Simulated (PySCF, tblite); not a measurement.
# C₅H₁₂OSi: a rotation path, then NMR shifts on frames, part 2 of 2

tblite 0.8.0 and PySCF 2.14.0. Atoms count from 0. The steps go on from the part before.

**5. Shielding tensors: image 5, PBE0/pcSseg-1**

The job: settings as JSON, then the geometry in Å.

```
{"job": {"kind": "nmr", "xc": "PBE0", "basis": "pcSseg-1", "pop": false}, "charge": 0, "multiplicity": 1}
C      3.548500    -0.698500     0.503800
C      2.548700     0.153200     0.364100
O      1.553600    -0.022700    -0.524300
Si     0.162900     0.788200    -0.776600
C     -1.279100    -0.290600    -0.148000
C     -2.629300     0.355600    -0.448000
C     -1.148600    -0.590600     1.347500
H      4.325700    -0.516300     1.220900
H      3.617000    -1.589300    -0.093800
H      2.476500     1.052700     0.966600
H      0.180700     2.067700    -0.057000
H      0.140300     0.981700    -2.223800
H     -1.250500    -1.246600    -0.682000
H     -3.445700    -0.294800    -0.135400
H     -2.731900     0.550400    -1.513200
H     -2.728400     1.302300     0.078800
H     -0.205800    -1.089900     1.561200
H     -1.185200     0.330600     1.925400
H     -1.959100    -1.233700     1.687000
```

With the program's defaults for keys left out, this is: GIAO PBE0/pcSseg-1 NMR shielding, non-relativistic, gas phase.

What it wrote:

```text
coarse grid: 15584 points
cycle   1  E = -561.8318316967  dE =  6.808e-01  |g| = 7.026e-01  |ddm| = 3.727e+00
cycle   2  E = -561.7467369605  dE =  8.509e-02  |g| = 9.758e-01  |ddm| = 1.330e+00
cycle   3  E = -561.9311927715  dE = -1.845e-01  |g| = 1.182e-01  |ddm| = 8.706e-01
cycle   4  E = -561.9335328414  dE = -2.340e-03  |g| = 4.518e-02  |ddm| = 1.114e-01
cycle   5  E = -561.9339786793  dE = -4.458e-04  |g| = 1.519e-02  |ddm| = 4.547e-02
cycle   6  E = -561.9340343853  dE = -5.571e-05  |g| = 3.671e-03  |ddm| = 1.382e-02
cycle   7  E = -561.9340374748  dE = -3.090e-06  |g| = 6.510e-04  |ddm| = 3.206e-03
final grid: 143640 points
cycle   8  E = -561.9865059477  dE = -3.058e-05  |g| = 1.149e-02  |ddm| = 2.627e-02
cycle   9  E = -561.9864784742  dE =  2.747e-05  |g| = 1.642e-02  |ddm| = 1.987e-02
cycle  10  E = -561.9865341137  dE = -5.564e-05  |g| = 1.955e-03  |ddm| = 1.250e-02
cycle  11  E = -561.9865349342  dE = -8.205e-07  |g| = 2.933e-04  |ddm| = 1.754e-03
cycle  12  E = -561.9865349509  dE = -1.675e-08  |g| = 1.267e-04  |ddm| = 3.284e-04
cycle  13  E = -561.9865349547  dE = -3.817e-09  |g| = 3.240e-05  |ddm| = 1.108e-04
cycle  14  E = -561.9865349550  dE = -2.487e-10  |g| = 7.450e-06  |ddm| = 3.470e-05
converged SCF energy = -561.9865349550

GIAO shielding tensors (ppm)
atom      isotropic    diamagn.    paramagn.     s11        s22        s33       span
  0 C       88.911     254.385    -165.474    -14.897    119.980    161.649    176.546
  1 C       31.961     252.110    -220.150    -76.642     69.749    102.775    179.417
  2 O      220.035     400.784    -180.749    126.958    218.860    314.288    187.329
  3 Si     356.675     882.308    -525.632    314.465    349.037    406.525     92.060
  4 C      167.487     252.902     -85.415    161.163    166.247    175.051     13.888
  5 C      170.814     247.365     -76.551    158.640    163.873    189.930     31.290
  6 C      167.681     250.004     -82.323    158.045    158.514    186.484     28.439
  7 H       27.388      28.050      -0.662     25.071     26.410     30.683      5.612
  8 H       26.909      31.367      -4.459     23.883     25.402     31.441      7.559
  9 H       25.222      30.808      -5.586     22.455     24.316     28.895      6.440
 10 H       27.048      31.677      -4.628     23.907     26.452     30.785      6.878
 11 H       26.771      31.027      -4.256     22.702     25.862     31.750      9.048
 12 H       30.475      34.327      -3.852     26.667     28.736     36.023      9.356
 13 H       30.569      29.232       1.337     26.389     27.970     37.349     10.960
 14 H       30.670      29.728       0.942     25.682     28.472     37.856     12.175
 15 H       31.182      30.369       0.813     27.217     29.335     36.995      9.778
 16 H       30.226      33.265      -3.039     24.948     29.350     36.380     11.432
 17 H       31.050      32.600      -1.549     27.774     28.833     36.544      8.770
 18 H       30.510      31.277      -0.768     26.152     28.038     37.338     11.185
```

Run time: 1.8 min. Hardware: 1 thread, shared host.

In short: δ C1 155.0, C0 98.0, C4 19.4, C6 19.2, H9 6.50, H11 4.95 ppm.

**6. Shielding tensors: image 6, PBE0/pcSseg-1**

The job: settings as JSON, then the geometry in Å.

```
{"job": {"kind": "nmr", "xc": "PBE0", "basis": "pcSseg-1", "pop": false}, "charge": 0, "multiplicity": 1}
C      3.503300    -0.710900     0.509600
C      2.472500     0.107900     0.401800
O      1.591500     0.052100    -0.615000
Si     0.162700     0.807300    -0.833300
C     -1.253700    -0.277400    -0.152200
C     -2.620800     0.343900    -0.429900
C     -1.083100    -0.551500     1.344500
H      4.190400    -0.618800     1.328700
H      3.688200    -1.483200    -0.214800
H      2.286800     0.886700     1.134100
H      0.164900     2.098500    -0.133900
H      0.128900     0.951000    -2.283400
H     -1.224900    -1.242300    -0.670500
H     -3.419100    -0.313500    -0.086700
H     -2.751300     0.518500    -1.495500
H     -2.722000     1.298100     0.083000
H     -0.129000    -1.035700     1.543900
H     -1.118600     0.378000     1.909200
H     -1.876600    -1.199600     1.713500
```

Method: GIAO PBE0/pcSseg-1 NMR shielding, non-relativistic, gas phase.

What it wrote:

```text
coarse grid: 15584 points
cycle   1  E = -561.8319441306  dE =  6.772e-01  |g| = 7.019e-01  |ddm| = 3.729e+00
cycle   2  E = -561.7479489631  dE =  8.400e-02  |g| = 9.734e-01  |ddm| = 1.331e+00
cycle   3  E = -561.9310891466  dE = -1.831e-01  |g| = 1.181e-01  |ddm| = 8.691e-01
cycle   4  E = -561.9334219844  dE = -2.333e-03  |g| = 4.500e-02  |ddm| = 1.111e-01
cycle   5  E = -561.9338651443  dE = -4.432e-04  |g| = 1.499e-02  |ddm| = 4.545e-02
cycle   6  E = -561.9339192830  dE = -5.414e-05  |g| = 3.771e-03  |ddm| = 1.381e-02
cycle   7  E = -561.9339225465  dE = -3.263e-06  |g| = 6.663e-04  |ddm| = 3.298e-03
final grid: 143640 points
cycle   8  E = -561.9864265341  dE = -3.061e-05  |g| = 1.150e-02  |ddm| = 2.670e-02
cycle   9  E = -561.9863982405  dE =  2.829e-05  |g| = 1.655e-02  |ddm| = 2.026e-02
cycle  10  E = -561.9864547398  dE = -5.650e-05  |g| = 1.918e-03  |ddm| = 1.269e-02
cycle  11  E = -561.9864555296  dE = -7.897e-07  |g| = 2.910e-04  |ddm| = 1.727e-03
cycle  12  E = -561.9864555458  dE = -1.622e-08  |g| = 1.295e-04  |ddm| = 3.294e-04
cycle  13  E = -561.9864555498  dE = -3.992e-09  |g| = 3.320e-05  |ddm| = 1.127e-04
cycle  14  E = -561.9864555501  dE = -2.656e-10  |g| = 7.620e-06  |ddm| = 3.588e-05
converged SCF energy = -561.9864555501

GIAO shielding tensors (ppm)
atom      isotropic    diamagn.    paramagn.     s11        s22        s33       span
  0 C       88.343     254.272    -165.929    -15.742    119.150    161.621    177.364
  1 C       32.007     253.056    -221.049    -77.379     69.353    104.045    181.424
  2 O      218.773     399.487    -180.713    125.956    212.492    317.872    191.916
  3 Si     357.381     882.100    -524.719    317.281    350.978    403.884     86.603
  4 C      167.215     253.089     -85.874    160.951    166.037    174.657     13.706
  5 C      170.797     247.328     -76.531    158.573    163.865    189.953     31.380
  6 C      167.597     250.293     -82.695    157.833    158.723    186.236     28.403
  7 H       27.364      28.353      -0.989     25.026     26.367     30.701      5.675
  8 H       26.893      31.049      -4.156     23.828     25.393     31.459      7.631
  9 H       25.197      31.488      -6.292     22.604     23.958     29.028      6.423
 10 H       27.028      31.462      -4.434     23.727     26.418     30.940      7.213
 11 H       26.817      30.987      -4.169     22.691     25.963     31.798      9.108
 12 H       30.511      34.388      -3.877     26.703     28.807     36.024      9.321
 13 H       30.588      29.269       1.320     26.418     27.991     37.356     10.938
 14 H       30.693      29.682       1.011     25.680     28.493     37.907     12.226
 15 H       31.178      30.366       0.812     27.238     29.336     36.960      9.722
 16 H       30.226      33.426      -3.200     24.889     29.359     36.430     11.541
 17 H       31.032      32.723      -1.692     27.863     28.785     36.448      8.585
 18 H       30.497      31.402      -0.905     26.121     28.055     37.315     11.194
```

It took 72 s on 1 thread, shared host.

Key values: δ C1 154.9, C0 98.6, C4 19.7, C6 19.3, H9 6.52, H11 4.90 ppm.

**7. Nuclear shieldings: image 8, PBE0/pcSseg-1**

The job: settings as JSON, then the geometry in Å.

```
{"job": {"kind": "nmr", "xc": "PBE0", "basis": "pcSseg-1", "pop": false}, "charge": 0, "multiplicity": 1}
C      3.515100    -0.731500     0.440800
C      2.444700     0.044100     0.450400
O      1.634300     0.173800    -0.616900
Si     0.164100     0.841600    -0.829800
C     -1.227700    -0.264400    -0.126000
C     -2.605000     0.306400    -0.455200
C     -1.090800    -0.472500     1.383700
H      4.152900    -0.803500     1.301100
H      3.777600    -1.308300    -0.427700
H      2.173500     0.630600     1.321300
H      0.092900     2.159100    -0.185900
H      0.148400     0.906300    -2.284400
H     -1.158600    -1.251100    -0.599700
H     -3.394000    -0.356300    -0.102700
H     -2.719900     0.435800    -1.528400
H     -2.740200     1.276300     0.018000
H     -0.129000    -0.921000     1.628300
H     -1.173100     0.476000     1.912400
H     -1.875100    -1.132200     1.754200
```

Level: GIAO PBE0/pcSseg-1 NMR shielding, non-relativistic, gas phase.

What it wrote:

```text
coarse grid: 15584 points
cycle   1  E = -561.8306251814  dE =  6.764e-01  |g| = 7.029e-01  |ddm| = 3.727e+00
cycle   2  E = -561.7472337514  dE =  8.339e-02  |g| = 9.731e-01  |ddm| = 1.340e+00
cycle   3  E = -561.9300104136  dE = -1.828e-01  |g| = 1.164e-01  |ddm| = 8.735e-01
cycle   4  E = -561.9322504080  dE = -2.240e-03  |g| = 4.497e-02  |ddm| = 1.093e-01
cycle   5  E = -561.9326940229  dE = -4.436e-04  |g| = 1.479e-02  |ddm| = 4.535e-02
cycle   6  E = -561.9327464392  dE = -5.242e-05  |g| = 3.906e-03  |ddm| = 1.376e-02
cycle   7  E = -561.9327499578  dE = -3.519e-06  |g| = 6.757e-04  |ddm| = 3.409e-03
final grid: 143640 points
cycle   8  E = -561.9853901401  dE = -3.022e-05  |g| = 1.144e-02  |ddm| = 2.581e-02
cycle   9  E = -561.9853626707  dE =  2.747e-05  |g| = 1.636e-02  |ddm| = 2.012e-02
cycle  10  E = -561.9854182102  dE = -5.554e-05  |g| = 1.911e-03  |ddm| = 1.255e-02
cycle  11  E = -561.9854189891  dE = -7.788e-07  |g| = 2.893e-04  |ddm| = 1.737e-03
cycle  12  E = -561.9854190050  dE = -1.598e-08  |g| = 1.287e-04  |ddm| = 3.234e-04
cycle  13  E = -561.9854190090  dE = -3.944e-09  |g| = 3.286e-05  |ddm| = 1.134e-04
cycle  14  E = -561.9854190092  dE = -2.569e-10  |g| = 7.643e-06  |ddm| = 3.522e-05
converged SCF energy = -561.9854190092

GIAO shielding tensors (ppm)
atom      isotropic    diamagn.    paramagn.     s11        s22        s33       span
  0 C       86.810     254.396    -167.586    -18.339    117.688    161.080    179.419
  1 C       33.062     253.435    -220.373    -77.468     69.447    107.208    184.676
  2 O      219.442     398.702    -179.260    128.303    209.226    320.798    192.496
  3 Si     361.254     881.875    -520.621    322.010    356.933    404.820     82.810
  4 C      167.271     253.148     -85.877    161.359    166.329    174.124     12.765
  5 C      170.824     247.369     -76.544    158.220    163.949    190.304     32.083
  6 C      167.075     250.296     -83.221    156.967    158.270    185.988     29.021
  7 H       27.277      28.541      -1.264     24.886     26.304     30.642      5.756
  8 H       26.846      30.905      -4.058     23.726     25.381     31.432      7.706
  9 H       25.117      31.876      -6.759     22.523     23.763     29.065      6.542
 10 H       26.978      31.179      -4.202     23.530     26.341     31.063      7.534
 11 H       26.869      31.092      -4.223     22.636     26.198     31.774      9.139
 12 H       30.512      34.495      -3.983     26.757     28.743     36.036      9.279
 13 H       30.625      29.338       1.287     26.491     28.024     37.359     10.868
 14 H       30.735      29.744       0.991     25.691     28.522     37.991     12.300
 15 H       31.203      30.363       0.840     27.302     29.342     36.966      9.664
 16 H       30.219      33.410      -3.191     24.851     29.286     36.522     11.671
 17 H       30.960      32.576      -1.616     27.871     28.645     36.363      8.492
 18 H       30.449      31.360      -0.910     26.094     28.041     37.213     11.119
```

Wall time 64 s (1 thread, shared host).

Key values: δ C1 153.9, C0 100.1, C6 19.8, C4 19.7, H9 6.60, H8 4.87 ppm.

**8. Run by run: NMR shifts**

Shifts (ppm) of some atoms, chosen among heavy atoms and hydrogens apart, with basis size and wall time:

```
  frame     C1     C0    C4    H7   H16     O2    Si3  functions     time
image 0  152.9  100.6  17.8  4.51  1.78  106.3  -13.1        186  2.6 min
image 2  153.7   99.6  17.8  4.44  1.67  109.7  -11.0        186  1.7 min
image 5  155.0   98.0  19.4  4.33  1.49  116.0   -7.5        186  1.8 min
image 6  154.9   98.6  19.7  4.35  1.49  117.3   -8.2        186     72 s
image 8  153.9  100.1  19.7  4.44  1.50  116.6  -12.1        186     64 s
```

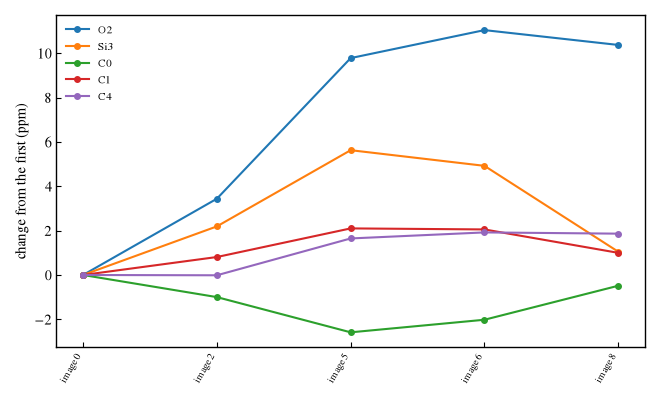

How five of the tabulated atoms move from run to run.

**9. What came out**

This closing draws on all 2 parts.

| quantity | value |
| --- | --- |
| barrier | 0.055 eV (1.3 kcal/mol) at image 5 |
| end to end (GFN2-xTB) | 0.045 eV |
| 13C shifts against TMS (PBE0/pcSseg-1, image 0) | 152.9, 100.6, 20.3, 17.8, 16.7 ppm |
| 1H shifts against TMS (PBE0/pcSseg-1, image 0) | 6.56, 4.89, 4.87, 4.62, 4.51, 1.78, 1.27, 1.26, 1.18, 1.08, 0.77, 0.59 ppm |
| 17O shifts against H2O (PBE0/pcSseg-1, image 0) | 106.3 ppm |
| 29Si shifts against TMS (PBE0/pcSseg-1, image 0) | -13.1 ppm |
| surface potential, 1st and 99th percentile | -0.92 V and 1.07 V |
| range of the shift of O2 | 106.3 to 117.3 ppm |

**Reading.** Along the band the dihedral turns by 104°, and the top (dihedral -107°) lies 1.3 kcal/mol above the start (GFN2-xTB, rough), so at room temperature this motion is fast. Ends this close can change order at a higher level. The top was not checked by a frequency run. Shifts at one fixed geometry are not the observed spectrum, which averages over the motion. In ppm, O2 moves most: its shift spreads over 11.0 ppm, from 106.3 (image 0) to 117.3 (image 6).
